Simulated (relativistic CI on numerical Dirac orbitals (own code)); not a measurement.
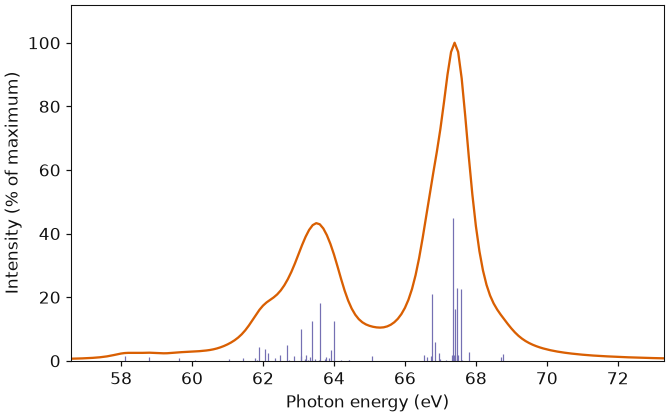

Fig. 1: M₂,₃ X-ray absorption of Co IV (Co³⁺), [Ar] 3d⁶, in a field of Td symmetry with 10Dq = −13,350 cm⁻¹. Sticks are the strongest transitions, on a scale of their own. Multiplet model: relativistic Dirac–Coulomb–Breit theory, one configuration a step, Slater integrals scaled by 0.8, 10 K, Voigt broadening (Lorentzian 0.8 eV, Gaussian 0.3 eV full widths), computed with a radial Dirac CI code. The main maxima lie at 63.5 eV (43) and 67.4 eV (100), heights in % of the largest; the centroid is at 65.7 eV. The ground state has S = 2.00.

# Run report: Co³⁺, relativistic CI calculation

- system: Co³⁺.
- method: Dirac-Coulomb-Breit CI, KLI orbitals optimised for each configuration, model QED (radiative potential, 1s self-energy scaled to tabulated hydrogen-like ionisation energies), valence Slater integrals scaled by 0.8, multiplet model of core-to-valence dipole absorption in a parametric crystal field (relativistic CI on numerical Dirac orbitals, in-house)

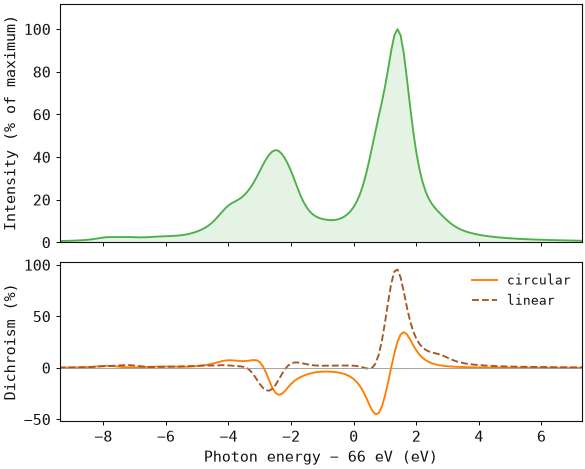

Fig. 2: M₂,₃ X-ray absorption of Co³⁺ (cobalt, Z = 27), [Ar] 3d⁶, in a field of Td symmetry with 10Dq = −13,350 cm⁻¹. Dichroism is for the ground state at zero temperature, magnetised by an exchange field of 10 meV on Sz (linear: z less the mean of x and y). The ground state has S = 2.00. The circular dichroism (Δm = −1 less Δm = +1) is largest at 66.7 eV, −45 % of the isotropic maximum. The magnetised ground state has ⟨Lz⟩ = −0.18 and ⟨Sz⟩ = −1.98.

Input and output of the run follow.

### Input file
```
atom Co  Z=27  charge=3  electrons=24
nucleus A=59  rms_radius_fm=3.7875
hamiltonian dirac-coulomb  breit=on  qed=on  c_scale=1
orbitals kli  potential=per-configuration
slater_scale 0.8
correlation none
mixing on
configurations
  [Ar] 3d6
  [Ne] 3s2 3p5 3d7
end
absorption M2,3 T=10 lorentz=0.8 gauss=0.3
crystal_field Td 10Dq=-13350
```

The program writes its results to a structured record and prints no log; tables and figures of this report are taken from that record.

### Summary

- outcome: converged
- hardware: 1 CPU thread, shared host

### Remarks

Limits: free-ion energies, so absolute edge positions are off by a few eV from solids; core and valence shell share one n, so the strongest features autoionise and are far broader and can lie several eV off in experiment.
